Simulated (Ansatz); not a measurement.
# Al (Fm-3m, 1 atom in the cell): converging a phonon calculation, part 2 of 3

How do the frequencies of Al (Fm-3m, 1 atom in the cell) move with q mesh, k mesh and cutoff?

Ansatz 0.2.0; DFT PBEsol, scalar-relativistic, plane waves, PAW.

So far, highest frequency on the path or at a solved wavevector (cm⁻¹): step 3 (phonons on a q mesh) 331; step 4 (q mesh 2×2×2) 331; step 6 (k-mesh 24×24×24, q mesh 6×6×6) 330. The relaxed cell has a = 4.014 Å (conventional setting).

## Step 8: Another k mesh, k-mesh 6×6×6, q mesh 2×2×2

The k mesh is changed to 6×6×6 on a small fixed q mesh, to find the coarsest that serves.

input.yaml reads:

```yaml
crystal:
  lattice:
    - [0.0, 2.0068801597, 2.0068801597]
    - [2.0068801597, 0.0, 2.0068801597]
    - [2.0068801597, 2.0068801597, 0.0]
  atoms:
    - { symbol: Al, position: [0.0, 0.0, 0.0] }
kpoints:
  mp_grid: { grid: [6, 6, 6] }
hamiltonian:
  xc: pbesol
scf:
  occupations: { method: methfessel_paxton, width: 0.15 }
output:
  eigenvalues: true
phonons:
  method: dfpt
  qmesh: [2, 2, 2]
  temperatures: { t_max: 1000, t_step: 50 }
  qpath:
    path:
      - [[0.0, 0.0, 0.0], [0.5, 0.0, 0.5], [0.625, 0.25, 0.625]]
      - [[0.375, 0.375, 0.75], [0.0, 0.0, 0.0], [0.5, 0.5, 0.5], [0.5, 0.25, 0.75], [0.5, 0.0, 0.5]]
    npoints: 10
```

Command:

```bash
$ ansatz run input.yaml --threads 4 --pin off --max-ram 7168MiB --backend cpu --events-out ev --progress --plain --runs-dir out
```

Numbers of over 12 decimals in the logs are rounded to 6 here.

Log:

```text
[...]
Crystal: 1 atoms, lattice volume = 16.166 Å³
Basis set: ecut = 420 eV, 331 PW (Γ), exchange–correlation on 40×40×40 points (8 copies of the dense FFT grid, shifted against one another)
Bands: 6, of which v1, the nominal top of the filled ones, is band 2 counted from 1 (1 counted from 0)
Symmetry: 48 space group operations
k-points: 16 of 216
[...]
SCF iter   1: F=—  HF=-524.612838 eV  |F-HF|=—  |Δ(HF+E_count)|=         —  Δρ=1.99e-3  dr2=5.36e-4  ethr=1.77e-3  ⟨swp⟩=4.8  Hψ=810  notcnv=0
[...]
SCF iter   6: F=-524.612720 eV  HF=-524.612720 eV  |F-HF|=1.02e-12  |Δ(HF+E_count)|=  5.12e-12  S|Δr|=    0.00e0  Δρ=1.44e-7  dr2=3.52e-12  ethr=1.00e-12  ⟨swp⟩=5.6  Hψ=342  notcnv=0
SCF 1 converged in 6 iterations: F = -524.612720 eV  dr2 = 3.52e-12
[...]
SCF converged after 6 iterations
[...]
Free energy (F): -524.612720 eV
[...]
Internal energy: -524.610452 eV  (E = F + TS)
E sigma→0 (E₀):  -524.612153 eV
Entropy (-TS):   -0.002269 eV (-2.269 meV/atom)
Fermi energy:    8.495009 eV
[...]
--- Band table (eV; the first three rows and the last of 16) ---
[...]
ASR residual: 7.880e-6 → 0.000e0 eV/Å²; symmetrization residual: 9.622e-16 eV/Å²
  ASR residual per site (eV/Å²): 7.88e-6
  Γ frequencies (cm⁻¹): 0.00 0.00 0.00
--- Phonons (arbitrary-q DFPT): 3 irreducible q on the 2×2×2 mesh ---
[...]
interpolated dispersion: 62 rows × 3 modes
[...]
```

It took 0.72 s on 4 threads of Arm Neoverse V2, shared host; peak memory 0.29 GiB.

The run finished; it serves as a test, and its numbers are not taken as the result.

## Step 9: Another k mesh, k-mesh 10×10×10, q mesh 2×2×2

The k mesh is changed to 10×10×10 on a small fixed q mesh, to find the coarsest that serves.

Changes to input.yaml since step 8:

```diff
@@ -8,3 +8,3 @@
 kpoints:
-  mp_grid: { grid: [6, 6, 6] }
+  mp_grid: { grid: [10, 10, 10] }
 hamiltonian:
```

Log:

```text
[...]
Crystal: 1 atoms, lattice volume = 16.166 Å³
Basis set: ecut = 420 eV, 331 PW (Γ), exchange–correlation on 40×40×40 points (8 copies of the dense FFT grid, shifted against one another)
Bands: 6, of which v1, the nominal top of the filled ones, is band 2 counted from 1 (1 counted from 0)
Symmetry: 48 space group operations
k-points: 47 of 1000
[...]
SCF iter   1: F=—  HF=-524.529057 eV  |F-HF|=—  |Δ(HF+E_count)|=         —  Δρ=9.92e-4  dr2=1.13e-4  ethr=1.77e-3  ⟨swp⟩=4.8  Hψ=2371  notcnv=0
[...]
SCF iter   6: F=-524.529055 eV  HF=-524.529055 eV  |F-HF|=3.41e-13  |Δ(HF+E_count)|=  6.37e-12  S|Δr|=    0.00e0  Δρ=3.57e-8  dr2=1.09e-13  ethr=1.00e-12  ⟨swp⟩=5.2  Hψ=946  notcnv=0
SCF 1 converged in 6 iterations: F = -524.529055 eV  dr2 = 1.09e-13
[...]
SCF converged after 6 iterations
[...]
Free energy (F): -524.529055 eV
[...]
Internal energy: -524.527068 eV  (E = F + TS)
E sigma→0 (E₀):  -524.528558 eV
Entropy (-TS):   -0.001986 eV (-1.986 meV/atom)
Fermi energy:    8.225450 eV
[...]
--- Band table (eV; the first three rows and the last of 47) ---
[...]
ASR residual: 7.193e-6 → 0.000e0 eV/Å²; symmetrization residual: 4.570e-15 eV/Å²
  ASR residual per site (eV/Å²): 7.19e-6
  Γ frequencies (cm⁻¹): 0.00 0.00 0.00
--- Phonons (arbitrary-q DFPT): 3 irreducible q on the 2×2×2 mesh ---
[...]
interpolated dispersion: 62 rows × 3 modes
[...]
```

Wall time 1.3 s (4 threads); peak memory 0.36 GiB.

The run finished; it serves as a test, and its numbers are not taken as the result.

## Step 10: Another k mesh, k-mesh 16×16×16, q mesh 2×2×2

The k mesh is changed to 16×16×16 on a small fixed q mesh, to find the coarsest that serves.

Changes to input.yaml since step 9:

```diff
@@ -8,3 +8,3 @@
 kpoints:
-  mp_grid: { grid: [10, 10, 10] }
+  mp_grid: { grid: [16, 16, 16] }
 hamiltonian:
```

Log:

```text
[...]
Crystal: 1 atoms, lattice volume = 16.166 Å³
Basis set: ecut = 420 eV, 331 PW (Γ), exchange–correlation on 40×40×40 points (8 copies of the dense FFT grid, shifted against one another)
Bands: 6, of which v1, the nominal top of the filled ones, is band 2 counted from 1 (1 counted from 0)
Symmetry: 48 space group operations
k-points: 145 of 4096
[...]
E sigma→0 (E₀):  -524.553918 eV
Entropy (-TS):   0.000613 eV (0.613 meV/atom)
Fermi energy:    8.130562 eV
[...]
--- Band table (eV; the first three rows and the last of 145) ---
[...]
ASR residual: 7.185e-10 → 0.000e0 eV/Å²; symmetrization residual: 4.385e-15 eV/Å²
  ASR residual per site (eV/Å²): 7.18e-10
  Γ frequencies (cm⁻¹): 0.00 0.00 0.00
--- Phonons (arbitrary-q DFPT): 3 irreducible q on the 2×2×2 mesh ---
[...]
interpolated dispersion: 62 rows × 3 modes
[...]
[key lines of the parts left out:]
SCF converged after 6 iterations
Free energy (F): -524.553765 eV
```

It took 3.6 s on 4 threads; peak memory 0.49 GiB; 12 s of CPU time.

Against step 4 (now k-mesh 16×16×16), the lowest mode on the q mesh (acoustic modes at Γ apart) goes from 142 cm⁻¹ to 145 cm⁻¹ and the highest frequency on the path or at a solved wavevector goes from 331 cm⁻¹ to 336 cm⁻¹.

## Step 11: Another k mesh, q mesh 2×2×2

The k mesh is changed to 20×20×20 on a small fixed q mesh, to find the coarsest that serves.

Changes to input.yaml since step 10:

```diff
@@ -8,3 +8,3 @@
 kpoints:
-  mp_grid: { grid: [16, 16, 16] }
+  mp_grid: { grid: [20, 20, 20] }
 hamiltonian:
```

Log:

```text
[...]
Crystal: 1 atoms, lattice volume = 16.166 Å³
Basis set: ecut = 420 eV, 331 PW (Γ), exchange–correlation on 40×40×40 points (8 copies of the dense FFT grid, shifted against one another)
Bands: 6, of which v1, the nominal top of the filled ones, is band 2 counted from 1 (1 counted from 0)
Symmetry: 48 space group operations
k-points: 256 of 8000
[...]
E sigma→0 (E₀):  -524.547608 eV
Entropy (-TS):   -0.000305 eV (-0.305 meV/atom)
Fermi energy:    8.153243 eV
[...]
--- Band table (eV; the first three rows and the last of 256) ---
[...]
ASR residual: 1.857e-6 → 0.000e0 eV/Å²; symmetrization residual: 4.441e-15 eV/Å²
  ASR residual per site (eV/Å²): 1.86e-6
  Γ frequencies (cm⁻¹): 0.00 0.00 0.00
--- Phonons (arbitrary-q DFPT): 3 irreducible q on the 2×2×2 mesh ---
[...]
interpolated dispersion: 62 rows × 3 modes
[...]
[key lines of the parts left out:]
SCF converged after 6 iterations
Free energy (F): -524.547684 eV
```

The job ended after 6.6 s (4 threads; peak memory 0.68 GiB).

Against step 10 (now k-mesh 20×20×20), the lowest mode on the q mesh (acoustic modes at Γ apart) goes from 145 cm⁻¹ to 142 cm⁻¹ and the highest frequency on the path or at a solved wavevector goes from 336 cm⁻¹ to 331 cm⁻¹.

## Step 12: Another k mesh, k-mesh 30×30×30, q mesh 2×2×2

The k mesh is changed to 30×30×30 on a small fixed q mesh, to find the coarsest that serves.

Changes to input.yaml since step 11:

```diff
@@ -8,3 +8,3 @@
 kpoints:
-  mp_grid: { grid: [20, 20, 20] }
+  mp_grid: { grid: [30, 30, 30] }
 hamiltonian:
```

Log:

```text
[...]
Crystal: 1 atoms, lattice volume = 16.166 Å³
Basis set: ecut = 420 eV, 331 PW (Γ), exchange–correlation on 40×40×40 points (8 copies of the dense FFT grid, shifted against one another)
Bands: 6, of which v1, the nominal top of the filled ones, is band 2 counted from 1 (1 counted from 0)
Symmetry: 48 space group operations
k-points: 752 of 27000
[...]
E sigma→0 (E₀):  -524.548862 eV
Entropy (-TS):   0.000169 eV (0.169 meV/atom)
Fermi energy:    8.123268 eV
[...]
--- Band table (eV; the first three rows and the last of 752) ---
[...]
ASR residual: 2.799e-6 → 0.000e0 eV/Å²; symmetrization residual: 4.737e-15 eV/Å²
  ASR residual per site (eV/Å²): 2.80e-6
  Γ frequencies (cm⁻¹): 0.00 0.00 0.00
--- Phonons (arbitrary-q DFPT): 3 irreducible q on the 2×2×2 mesh ---
[...]
interpolated dispersion: 62 rows × 3 modes
[...]
[key lines of the parts left out:]
SCF converged after 6 iterations
Free energy (F): -524.548820 eV
```

Elapsed: 21 s, on 4 threads; peak memory 1.7 GiB; 72 s of CPU time.

Frequencies (cm⁻¹) solved at each irreducible wavevector; negative means imaginary. Frequencies by wavevector, by row:

| q in reciprocal lattice units | star | mode 1 | mode 2 | mode 3 |
| --- | --- | --- | --- | --- |
| 0 0 0 | 1 | 0 | 0 | 0 |
| 0 0 -0.5 | 4 | 144.2 | 144.2 | 329.2 |
| 0 -0.5 -0.5 | 3 | 201.6 | 201.6 | 329.6 |

Against step 4 (now k-mesh 30×30×30), the highest frequency on the path or at a solved wavevector goes from 331 to 330 cm⁻¹ and the lowest mode on the q mesh (acoustic modes at Γ apart) goes from 142 cm⁻¹ to 144 cm⁻¹.

## Step 13: Comparing the runs

Times are for 4 threads of Arm Neoverse V2, shared host. Results by setting:

```csv
no.,k-mesh,lowest mode on the q mesh (acoustic modes at Γ apart) (cm⁻¹),highest frequency on the path or at a solved wavevector (cm⁻¹),time,memory (GiB)
1,16×16×16,144.7,335.7,3.6 s,0.49
2,20×20×20,142.4,330.8,6.6 s,0.68
3,30×30×30,144.2,329.6,21 s,1.7
```

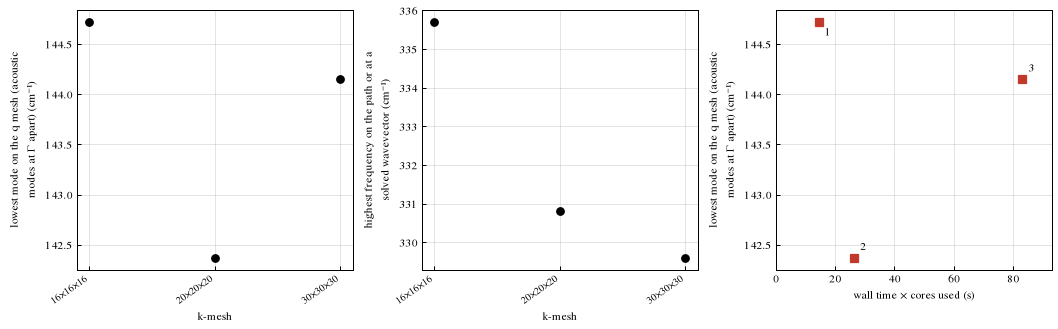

The series as plots; the last panel sets the first result against cost, with the runs numbered as in the table.

The runs together. Phonon density of states against wavenumber; read off at these points; values in 1/cm⁻¹/cell:

```csv
wavenumber (cm⁻¹),16×16×16,20×20×20,30×30×30
20.0,1.1e-4,1.1e-4,1.1e-4
40.0,5.0e-4,5.2e-4,5.1e-4
60.0,0.00119,0.00125,0.00120
80.0,0.00226,0.00239,0.00231
100.0,0.0039,0.00415,0.00400
120.0,0.00650,0.00702,0.00675
140.0,0.0121,0.0140,0.0129
160.0,0.0175,0.0182,0.0182
180.0,0.0189,0.0195,0.0196
197.5,0.0202,0.0206,0.0207
200.0,0.0205,0.0160,0.0178
202.5,0.0208,0.0114,0.0149
220.0,0.0101,0.00991,0.0101
240.0,0.00983,0.00953,0.00971
260.0,0.00883,0.00826,0.00842
280.0,0.00842,0.00948,0.0101
300.0,0.0222,0.0227,0.0231
302.5,0.0235,0.0238,0.0240
320.0,0.00884,0.00864,0.00813
```

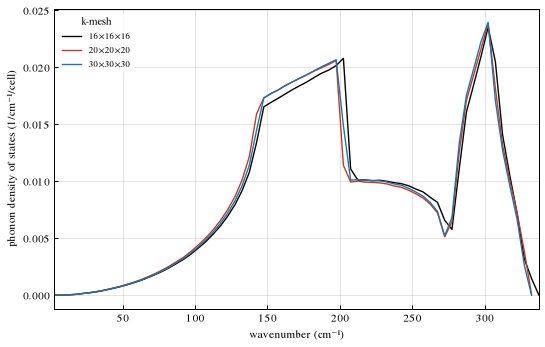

Phonon density of states against wavenumber.

The runs together, line C_V. Table of C_V by temperature; values in J/mol-atom/K:

| temperature (K) | 16×16×16 | 20×20×20 | 30×30×30 |
| --- | --- | --- | --- |
| 0 | 0 | 0 | 0 |
| 50 | 3.66 | 3.81 | 3.75 |
| 100 | 12.5 | 12.7 | 12.6 |
| 150 | 17.7 | 17.8 | 17.8 |
| 200 | 20.4 | 20.5 | 20.5 |
| 250 | 21.9 | 21.9 | 21.9 |
| 300 | 22.7 | 22.8 | 22.8 |
| 350 | 23.3 | 23.3 | 23.3 |
| 400 | 23.7 | 23.7 | 23.7 |
| 450 | 23.9 | 23.9 | 23.9 |
| 500 | 24.1 | 24.1 | 24.1 |
| 550 | 24.3 | 24.3 | 24.3 |
| 600 | 24.4 | 24.4 | 24.4 |
| 650 | 24.4 | 24.5 | 24.5 |
| 700 | 24.5 | 24.5 | 24.5 |
| 750 | 24.6 | 24.6 | 24.6 |
| 800 | 24.6 | 24.6 | 24.6 |
| 850 | 24.6 | 24.7 | 24.7 |
| 900 | 24.7 | 24.7 | 24.7 |
| 950 | 24.7 | 24.7 | 24.7 |
| 1000 | 24.7 | 24.7 | 24.7 |

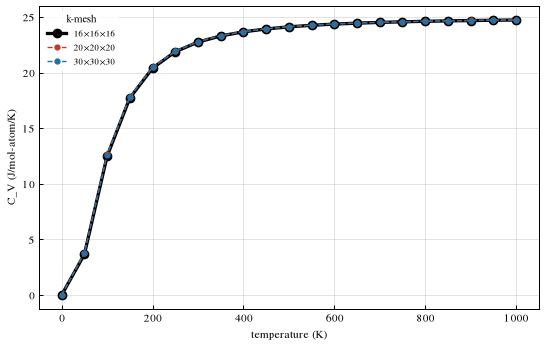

C_V against temperature.

## Step 14: Another cutoff, cutoff 170 eV, q mesh 2×2×2

The cutoff is set to 170 eV on a small fixed q mesh.

Changes to input.yaml since step 12:

```diff
@@ -8,3 +8,3 @@
 kpoints:
-  mp_grid: { grid: [30, 30, 30] }
+  mp_grid: { grid: [20, 20, 20] }
 hamiltonian:
@@ -24 +24,3 @@
     npoints: 10
+basis:
+  ecutwfc: 170
```

Log:

```text
Warning: basis.ecutwfc = 170 eV is below the records' recommended 420 eV, and the density's cutoff is lower with it unless basis.ecutrho_ratio is high enough to keep the records' density cutoff: compare with a run at a higher cutoff
[...]
Crystal: 1 atoms, lattice volume = 16.166 Å³
Basis set: ecut = 170 eV, 65 PW (Γ), exchange–correlation on 30×30×30 points (8 copies of the dense FFT grid, shifted against one another)
Bands: 6, of which v1, the nominal top of the filled ones, is band 2 counted from 1 (1 counted from 0)
Symmetry: 48 space group operations
k-points: 256 of 8000
[...]
SCF iter   1: F=—  HF=-524.124665 eV  |F-HF|=—  |Δ(HF+E_count)|=         —  Δρ=4.30e-3  dr2=8.74e-4  ethr=1.77e-3  ⟨swp⟩=5.1  Hψ=12482  notcnv=0
[...]
SCF iter   7: F=-524.125157 eV  HF=-524.125157 eV  |F-HF|=1.14e-13  |Δ(HF+E_count)|=  9.89e-12  S|Δr|=    0.00e0  Δρ=4.25e-8  dr2=3.10e-13  ethr=1.00e-12  ⟨swp⟩=5.1  Hψ=4809  notcnv=0
SCF 1 converged in 7 iterations: F = -524.125157 eV  dr2 = 3.10e-13
[...]
SCF converged after 7 iterations
[...]
Free energy (F): -524.125157 eV
[...]
Internal energy: -524.125168 eV  (E = F + TS)
E sigma→0 (E₀):  -524.125160 eV
Entropy (-TS):   0.000011 eV (0.011 meV/atom)
Fermi energy:    8.332536 eV
[...]
--- Band table (eV; the first three rows and the last of 256) ---
[...]
ASR residual: 1.690e-4 → 0.000e0 eV/Å²; symmetrization residual: 6.430e-16 eV/Å²
  ASR residual per site (eV/Å²): 1.69e-4
  Γ frequencies (cm⁻¹): 0.00 0.00 0.00
--- Phonons (arbitrary-q DFPT): 3 irreducible q on the 2×2×2 mesh ---
[...]
interpolated dispersion: 62 rows × 3 modes
[...]
```

Wall time 3.5 s (4 threads); peak memory 0.47 GiB; 11 s of CPU time.

The run finished; it serves as a test, and its numbers are not taken as the result.

## Step 15: Another cutoff, cutoff 230 eV, q mesh 2×2×2

The cutoff is set to 230 eV on a small fixed q mesh.

Changes to input.yaml since step 14:

```diff
@@ -25,2 +25,2 @@
 basis:
-  ecutwfc: 170
+  ecutwfc: 230
```

Log:

```text
[...]
Crystal: 1 atoms, lattice volume = 16.166 Å³
Basis set: ecut = 230 eV, 137 PW (Γ), exchange–correlation on 30×30×30 points (8 copies of the dense FFT grid, shifted against one another)
Bands: 6, of which v1, the nominal top of the filled ones, is band 2 counted from 1 (1 counted from 0)
Symmetry: 48 space group operations
k-points: 256 of 8000
[...]
SCF iter   1: F=—  HF=-524.358584 eV  |F-HF|=—  |Δ(HF+E_count)|=         —  Δρ=2.75e-3  dr2=2.87e-4  ethr=1.77e-3  ⟨swp⟩=4.7  Hψ=12598  notcnv=0
[...]
SCF iter   7: F=-524.358934 eV  HF=-524.358934 eV  |F-HF|=2.27e-13  |Δ(HF+E_count)|=  7.73e-12  S|Δr|=    0.00e0  Δρ=1.36e-8  dr2=3.10e-14  ethr=1.00e-12  ⟨swp⟩=4.0  Hψ=3365  notcnv=0
SCF 1 converged in 7 iterations: F = -524.358934 eV  dr2 = 3.10e-14
[...]
SCF converged after 7 iterations
[...]
Free energy (F): -524.358934 eV
[...]
Internal energy: -524.358775 eV  (E = F + TS)
E sigma→0 (E₀):  -524.358894 eV
Entropy (-TS):   -0.000159 eV (-0.159 meV/atom)
Fermi energy:    8.224155 eV
[...]
--- Band table (eV; the first three rows and the last of 256) ---
[...]
ASR residual: 2.106e-5 → 0.000e0 eV/Å²; symmetrization residual: 4.441e-16 eV/Å²
  ASR residual per site (eV/Å²): 2.11e-5
  Γ frequencies (cm⁻¹): 0.00 0.00 0.00
--- Phonons (arbitrary-q DFPT): 3 irreducible q on the 2×2×2 mesh ---
[...]
interpolated dispersion: 62 rows × 3 modes
[...]
```

It took 4.1 s on 4 threads; peak memory 0.51 GiB; 13 s of CPU time.

The run finished; it serves as a test, and its numbers are not taken as the result.

(Part 2 of 3 ends here.)

[Logs are printed without paths, hosts, clocks, repeated set-up lines and the standing remarks that a program may print on its own settings, such as how far it seeks lower states.]

[Hosts, paths, dates, database ids (printed as entryN), source tags and the programs' standing remarks are cut or masked in the printed files.]
